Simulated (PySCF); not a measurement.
**CClF2 (chlorodifluoromethyl radical) at 6 levels**

Wanted: a comparison of 6 runs (U-r2SCAN/STO-6G, UB3LYP/STO-6G, UPBE/STO-6G, UPBE0/STO-6G, UMP2/STO-6G, FCI/STO-6G) of CClF2 (chlorodifluoromethyl radical). The job is set up through a Python script.

Program for the calculation: PySCF 2.14.0.

12 further runs of the same task are left out: 7 that didn't finish, 5 set aside as unsound or not needed.

**1. Starting point**

CClF2: 4 atoms, total charge 0, spin state doublet. SMILES: `F[C](F)Cl`. The C2–F3 distance was set to 2.892 Å, away from the relaxed value. At this shape a bond of the SMILES string is far longer than usual.

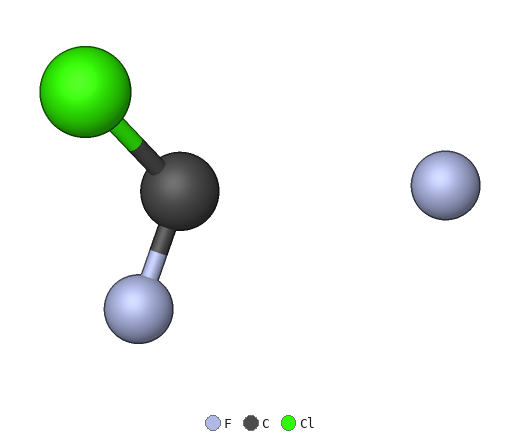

Viewed from a chosen angle; fluorine light blue, carbon dark grey, chlorine green.

**2. A single-point energy at U-r2SCAN/STO-6G (run 1)**

File run.py:

```python
from pyscf import gto, dft

mol = gto.M(
    atom='''
F     -1.772790     2.520706     3.296816
C     -2.258072     1.841349     0.956957
F      1.082813    -2.193405    -0.602067
Cl    -2.413785     4.319536    -1.138938
''',
    spin=1,
    verbose=3,
    unit='bohr',
    basis='sto-6g',
    max_memory=1860,
)

mf = dft.UKS(mol)
mf.xc = 'r2scan'
mf.grids.level = 5
mf.conv_tol = 1e-10
mf.kernel()
if not mf.converged:
    mf = mf.newton().run(mf.mo_coeff, mf.mo_occ)

etot = mf.e_tot
print(f'total energy: {etot:.8f} hartree')
```

Started as:

```bash
$ OMP_NUM_THREADS=1 python run.py
```

What it wrote:

```text
WARN: HOMO -0.260287283628745 >= LUMO -0.260287283628743

WARN: HOMO 0.00174003586281394 >= LUMO 0.00178487353212487

SCF not converged.
SCF energy = -694.994784449774 after 50 cycles  <S^2> = 0.84086996  2S+1 = 2.0888944
converged SCF energy = -694.997123914499  <S^2> = 0.85748829  2S+1 = 2.1047454
total energy: -694.99712391 hartree
```

Run time: 1.9 min. Hardware: 1 thread of Arm Neoverse V2, shared host; peak memory 0.5 GiB.

**3. The energy at UB3LYP/STO-6G (run 2)**

File calc.py:

```python
from pyscf import gto, dft

mol = gto.M(
    atom='''
F   -0.938120   1.333900   1.744600
C   -1.194920   0.974400   0.506400
F    0.573000  -1.160700  -0.318600
Cl  -1.277320   2.285800  -0.602700
''',
    spin=1,
    verbose=4,
    charge=0,
    max_memory=1860,
    basis='sto-6g',
)

mf = dft.UKS(mol, xc='b3lyp')
mf.grids.level = 5
mf.conv_tol = 1e-10
mf.kernel()
if not mf.converged:
    mf = mf.newton().run(mf.mo_coeff, mf.mo_occ)

e_tot = mf.e_tot
print('E = %.10f Eh' % e_tot)
```

Started as:

```bash
$ OMP_NUM_THREADS=1 python calc.py
```

What it wrote:

```text
PySCF version 2.14.0

[INPUT] num. atoms = 4
[INPUT] num. electrons = 41
[INPUT] charge = 0
[INPUT] spin (= nelec alpha-beta = 2S) = 1
[INPUT] symmetry False subgroup None
[INPUT] Mole.unit = angstrom
[INPUT] Symbol           X                Y                Z      unit          X                Y                Z       unit  Magmom
[INPUT]  1 F     -0.938120000000   1.333900000000   1.744600000000 AA   -1.772789871977   2.520705677557   3.296816196916 Bohr   0.0
[INPUT]  2 C     -1.194920000000   0.974400000000   0.506400000000 AA   -2.258071540765   1.841349135776   0.956957309480 Bohr   0.0
[INPUT]  3 F      0.573000000000  -1.160700000000  -0.318600000000 AA    1.082813069376  -2.193405112783  -0.602066743286 Bohr   0.0
[INPUT]  4 Cl    -1.277320000000   2.285800000000  -0.602700000000 AA   -2.413784973429   4.319535975531  -1.138937935275 Bohr   0.0

nuclear repulsion = 127.329318917284
number of shells = 14
number of NR pGTOs = 144
number of NR cGTOs = 24
basis = sto-6g
ecp = {}

[... 57 lines left out ...]
[... the frontier-level lines of each cycle are left out ...]
[... 1 line left out ...]
[... 55 lines left out ...]
SCF not converged.
SCF energy = -695.033754912291 after 50 cycles  <S^2> = 0.75188684  2S+1 = 2.001886
[... 23 lines left out ...]
becke partition: Becke, JCP 88, 2547 (1988); DOI:10.1063/1.454033
pruning grids: <function nwchem_prune>
grids dens level: 5
symmetrized grids: False
atomic radii adjust function: <function treutler_atomic_radii_adjust>
small_rho_cutoff = 0
******** <class 'pyscf.dft.uks.UKS'> Newton solver flags ********
SCF tol = 1e-10
conv_tol_grad = None
max. SCF cycles = 50
direct_scf = True
direct_scf_tol = 1e-13
max_cycle_inner = 12
max_stepsize = 0.05
ah_start_tol = 1e+09
ah_level_shift = 0
ah_conv_tol = 1e-12
ah_lindep = 1e-14
ah_start_cycle = 1
ah_max_cycle = 40
ah_grad_trust_region = 2.5
kf_interval = 4
kf_trust_region = 5
canonicalization = True
Set conv_tol_grad to 1e-05
Initial guess E= -695.033754912291  |g|= 9.85288e-07
macro= 0  E= -695.033754912296  delta_E= -5.11591e-12  |g|= 9.85288e-07  1 KF 2 JK
Canonicalize SCF orbitals
macro X = 1  E=-695.033754912296  |g|= 9.85288e-07  total 2 KF 4 JK
converged SCF energy = -695.033754912296  <S^2> = 0.75188655  2S+1 = 2.0018857
E = -695.0337549123 Eh
```

Wall time 25 s (1 thread of Arm Neoverse V2, shared host); peak memory 0.39 GiB.

**4. A single-point energy at UPBE/STO-6G (run 3)**

File input.py:

```python
from pyscf import gto, dft

mol = gto.Mole()
mol.atom = '''
F   -0.938120   1.333900   1.744600
C   -1.194920   0.974400   0.506400
F    0.573000  -1.160700  -0.318600
Cl  -1.277320   2.285800  -0.602700
'''
mol.basis = 'sto-6g'
mol.max_memory = 1860
mol.verbose = 3
mol.spin = 1
mol.build()

myscf = dft.UKS(mol, xc='pbe')
myscf.conv_tol = 1e-10
myscf.grids.level = 5
myscf.kernel()
if not myscf.converged:
    myscf = myscf.newton().run(myscf.mo_coeff, myscf.mo_occ)

energy = myscf.e_tot
print('E = %.10f Eh' % energy)
```

Started as:

```bash
$ OMP_NUM_THREADS=1 python input.py
```

What it wrote:

```text
WARN: HOMO -0.249927943313487 >= LUMO -0.249927943313485

WARN: HOMO 0.05326020746981 >= LUMO 0.0532218643676927

SCF not converged.
SCF energy = -694.608979616487 after 50 cycles  <S^2> = 0.7533963  2S+1 = 2.0033934
converged SCF energy = -694.608979616644  <S^2> = 0.75339702  2S+1 = 2.0033941
E = -694.6089796166 Eh
```

Run time: 24 s. Hardware: 1 thread of Arm Neoverse V2, shared host; peak memory 0.4 GiB.

Runs 4 to 5 aren't shown in full; the table further down has their settings and results.

**5. The energy at FCI/STO-6G (run 6)**

File calc.py:

```python
from pyscf import gto, scf, mcscf

system = gto.Mole()
system.atom = [
    ('F', (-0.938120, 1.333900, 1.744600)),
    ('C', (-1.194920, 0.974400, 0.506400)),
    ('F', (0.573000, -1.160700, -0.318600)),
    ('Cl', (-1.277320, 2.285800, -0.602700)),
]
system.basis = 'sto-6g'
system.verbose = 3
system.spin = 1
system.max_memory = 1860
system.build()

hf = scf.ROHF(system)
hf.conv_tol = 1e-10
hf.kernel()
if not hf.converged:
    hf = hf.newton().run(hf.mo_coeff, hf.mo_occ)

cas = mcscf.CASCI(hf, hf.mo_coeff.shape[-1] - 8, (system.nelec[0] - 8, system.nelec[1] - 8))  # full CI above the frozen core
cas.fix_spin_(ss=0.75)
cas.kernel()
energy = cas.e_tot
print('E = %.10f Eh' % energy)
```

Started as:

```bash
$ OMP_NUM_THREADS=1 python calc.py
```

What it wrote:

```text
SCF not converged.
SCF energy = -693.525345702253
converged SCF energy = -693.52534565283
CASCI E = -693.633430183429  E(CI) = -116.000999347786  S^2 = 0.7500000
E = -693.6334301834 Eh
```

Wall time 8.8 min (1 thread of Arm Neoverse V2, shared host); peak memory 0.34 GiB.

**6. Overview of the runs**

| run | level | integration grid | frozen core orbitals | energy (Eh) | dipole moment (D) of the reference | HOMO energy (eV) | LUMO energy (eV) | wall time |
| --- | --- | --- | --- | --- | --- | --- | --- | --- |
| 1 | U-r2SCAN/STO-6G | 5 | – | -694.997124 | 1.51 | -3.47 | -1.16 | 1.9 min |
| 2 | UB3LYP/STO-6G | 5 | – | -695.033755 | 1.48 | -4.39 | -0.38 | 25 s |
| 3 | UPBE/STO-6G | 5 | – | -694.608980 | 1.55 | -2.65 | -2.32 | 24 s |
| 4 | UPBE0/STO-6G | 5 | – | -694.715534 | 1.51 | -4.90 | -0.12 | 27 s |
| 5 | UMP2/STO-6G | – | 8 | -693.604211 | 1.19 | -9.04 | 4.92 | 1 s |
| 6 | FCI/STO-6G | – | 8 | -693.633430 | 1.19 | – | – | 8.8 min |

**7. Outcome**

| quantity | value |
| --- | --- |
| run 6: total energy | -693.63343 Eh |
| run 6: dipole moment (Hartree–Fock density) | 1.19 D |
| run 6: correlation energy (8 core orbitals frozen) | -108.1 mEh |

**Reading.** Against full CI in this basis: UMP2 +29.2 mEh. Over runs 1, 2, 3, 4 the dipole moment (its size) runs from 1.48 D (UB3LYP/STO-6G) to 1.55 D (UPBE/STO-6G). Totals of different functionals can't be ranked against each other. In runs 1, 2, 3, 4, 5, 6 the basis is minimal, so the values are rough. Spin contamination of the reference: run 1 ⟨S²⟩ = 0.86. All runs together took 12 min, the longest 8.8 min.
